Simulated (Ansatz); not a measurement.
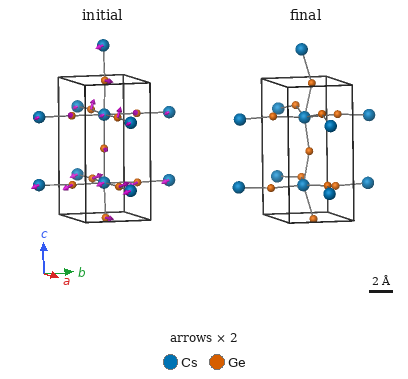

The structure of crystalline CsGe3 (a generated structure, set up in P1) (coarse preliminary run) before (left) and after (right) a relaxation, at one scale. The purple arrows give the displacements (the part carried along by the change of the cell is left out), magnified 2 times.

The picture is a ball-and-stick view of the cell of the calculation, seen slightly off an axis.

Level of theory: Ansatz 0.2.0, DFT PBE, scalar-relativistic, plane waves, PAW.

Input file:
```yaml
crystal:
  lattice:
    - [-6.1706027388, 0.0473393898, -0.01447168]
    - [-0.01447168, 0.0392498025, -6.2125255463]
    - [0.0946787797, -12.2243937385, 0.078499605]
  atoms:
    - { symbol: Cs, position: [0.4991448889, 0.4970858061, 0.7476825466] }
    - { symbol: Cs, position: [0.4957092609, 0.4902730331, 0.2521657699] }
    - { symbol: Ge, position: [0.0041956788, 0.4980727364, 0.7564076905] }
    - { symbol: Ge, position: [-0.0026054135, 0.5157342957, 0.2521776061] }
    - { symbol: Ge, position: [0.5000978019, 0.5097835408, -0.0034119796] }
    - { symbol: Ge, position: [0.4972520484, 0.4929455609, 0.5009371591] }
    - { symbol: Ge, position: [0.5076237411, -0.005942114, 0.7491273601] }
    - { symbol: Ge, position: [0.4985819935, 0.002047141, 0.2449138473] }
basis:
  ecutwfc: 420
kpoints:
  mp_grid: { grid: [4, 4, 2] }
hamiltonian:
  xc: pbe
scf:
  occupations: { method: gaussian, width: 0.2 }
  lower_state_search: "off"
output:
  forces: true
  stress: true
  eigenvalues: true
relax:
  adjacent_minimum: "off"
  f_tol: 0.025
  max_steps: 60
  cell: { stress_tol: 0.25 }
```

Command:
```bash
ansatz run input.yaml --threads 1 --pin off --max-ram 2048MiB --backend cpu --events-out ev --progress --plain --runs-dir out
```

> Summarise the run.

The run was cut off at its time limit before the relaxation converged, so the last structure is only a point on the way. The energy falls by 389 meV per atom in 3 geometry steps. The largest force component goes from 0.57 to 1.4 eV/Å. The pressure goes from −0.29 to −0.71 GPa. The largest move relative to the cell is that of Ge4, 0.57 Å roughly along +b. Largest moves by element: Ge 0.57 Å, Cs 0.40 Å. The drawn cell changes as follows: a 6.171 → 6.025 Å (−2.4 %), b 6.213 → 6.161 Å (−0.8 %), c 12.225 → 12.087 Å (−1.1 %), α 90.7° → 91.1°, β 90.9° → 92.1°, γ 89.7° → 89.3°; the volume changes by −4.3 %. Among the contacts that change: Cs2–Ge8 3.182 → 3.029 Å, Cs2–Ge4 3.078 → 3.215 Å, Cs2–Ge8 (another image) 3.033 → 3.145 Å, Cs2–Ge4 (another image) 3.101 → 3.207 Å. Among the angles between lasting bonds that change: Ge4–Cs2–Ge4 174.1° → 139.5°, Cs2–Ge4–Cs2 174.1° → 139.5°, Cs1–Ge5–Cs2 176.2° → 150.1°. The space group stays P1 (No. 1). The run took 5 min on 1 thread of Arm Neoverse V1, on a shared host, peak memory 0.81 GiB.
